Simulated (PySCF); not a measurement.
# CAM-B3LYP/def2-TZVPP run of CHFO (formyl fluoride)

Aim: the vertical singlet–triplet gap of CHFO (formyl fluoride) at CAM-B3LYP/def2-TZVPP, from 2 runs. 

Program for the calculation: PySCF 2.14.0.

2 further runs of the same task are left out: 2 set aside as unsound or not needed.

### 1 The system as given

CHFO: 4 atoms, total charge 0, spin state singlet. SMILES: `O=CF`. Geometry: relaxed at GFN2-xTB.

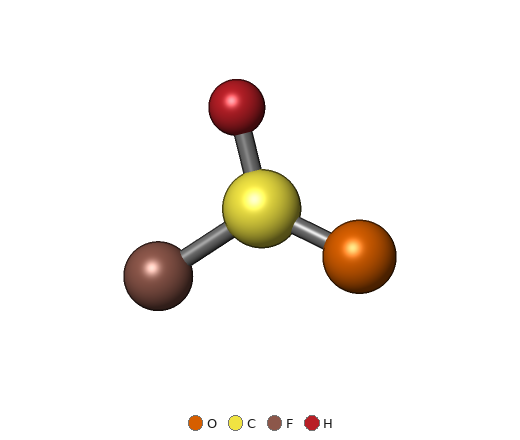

The structure, seen from a chosen angle (oxygen orange, carbon yellow, fluorine brown, hydrogen red).

### 2 The energy at CAM-B3LYP/def2-TZVPP

File run.py:

```python
from pyscf import gto, dft

mol = gto.M(
    atom='''
O   -0.889680   0.196020   0.829980
C   -0.049740   0.073340   0.022930
F    0.584370  -1.090860  -0.181350
H    0.355050   0.821510  -0.671560
''',
    verbose=3,
    charge=0,
    basis='def2-tzvpp',
    max_memory=1860,
)

ks = dft.RKS(mol, xc='cam-b3lyp')
ks.conv_tol = 1e-10
ks.grids.level = 5
ks.kernel()
if not ks.converged:
    ks = ks.newton().run(ks.mo_coeff, ks.mo_occ)

e_final = ks.e_tot
print('E(%s) = %.9f' % ('CAM-B3LYP', e_final))
```

The run is started by

```sh
$ OMP_NUM_THREADS=1 python run.py
```

What it wrote:

```text
converged SCF energy = -213.800313181294
E(CAM-B3LYP) = -213.800313181
```

Wall time 22 s (1 thread of Arm Neoverse V1, shared host); peak memory 0.54 GiB.

### 3 The triplet, same level

File input.py:

```python
from pyscf import gto, dft

mol = gto.M(
    atom=[
    ('O', (-0.889680, 0.196020, 0.829980)),
    ('C', (-0.049740, 0.073340, 0.022930)),
    ('F', (0.584370, -1.090860, -0.181350)),
    ('H', (0.355050, 0.821510, -0.671560)),
],
    spin=2,
    max_memory=1860,
    basis='def2-tzvpp',
    charge=0,
    verbose=4,
)

mf = dft.UKS(mol, xc='cam-b3lyp')
mf.grids.level = 5
mf.conv_tol = 1e-10
mf.kernel()
if not mf.converged:
    mf = mf.newton().run(mf.mo_coeff, mf.mo_occ)

energy = mf.e_tot
print('E(%s) = %.9f' % ('CAM-B3LYP', energy))
```

The run is started by

```sh
$ OMP_NUM_THREADS=1 python input.py
```

What it wrote:

```text
PySCF version 2.14.0

[INPUT] num. atoms = 4
[INPUT] num. electrons = 24
[INPUT] charge = 0
[INPUT] spin (= nelec alpha-beta = 2S) = 2
[INPUT] symmetry False subgroup None
[INPUT] Mole.unit = angstrom
[INPUT] Symbol           X                Y                Z      unit          X                Y                Z       unit  Magmom
[INPUT]  1 O     -0.889680000000   0.196020000000   0.829980000000 AA   -1.681251538503   0.370424114937   1.568434888867 Bohr   0.0
[INPUT]  2 C     -0.049740000000   0.073340000000   0.022930000000 AA   -0.093994977436   0.138592513976   0.043331420036 Bohr   0.0
[INPUT]  3 F      0.584370000000  -1.090860000000  -0.181350000000 AA    1.104299255412  -2.061426640243  -0.342701832690 Bohr   0.0
[INPUT]  4 H      0.355050000000   0.821510000000  -0.671560000000 AA    0.670947260527   1.552428908591  -1.269064476213 Bohr   0.0

[... 41 lines left out ...]
WARN: HOMO -0.0475072643724559 >= LUMO -0.408739832868314
[... 9 lines left out ...]
WARN: HOMO -0.206590043953227 >= LUMO -0.213061455567814
[... 54 lines left out ...]
converged SCF energy = -213.601748595719  <S^2> = 2.0064047  2S+1 = 3.0042668
E(CAM-B3LYP) = -213.601748596
```

Wall time 43 s (1 thread of Arm Neoverse V1, shared host); peak memory 0.55 GiB.

### 4 What came out

At CAM-B3LYP/def2-TZVPP:

| quantity | value |
| --- | --- |
| singlet: total energy | -213.80031 Eh |
| singlet: dipole moment | 2.16 D |
| singlet: HOMO energy | -11.09 eV |
| singlet: LUMO energy | 0.32 eV |
| singlet: HOMO–LUMO gap | 11.41 eV |
| triplet: total energy | -213.60175 Eh |
| triplet: dipole moment | 1.24 D |
| triplet: HOMO energy (highest over α and β) | -5.58 eV |
| triplet: LUMO energy (lowest over α and β) | -5.08 eV |
| triplet: ⟨S²⟩ | 2.006 |
| vertical energy of the triplet above the singlet | 5.403 eV |

**Reading.** At this shape the triplet lies 5.40 eV (125 kcal/mol) above the singlet.
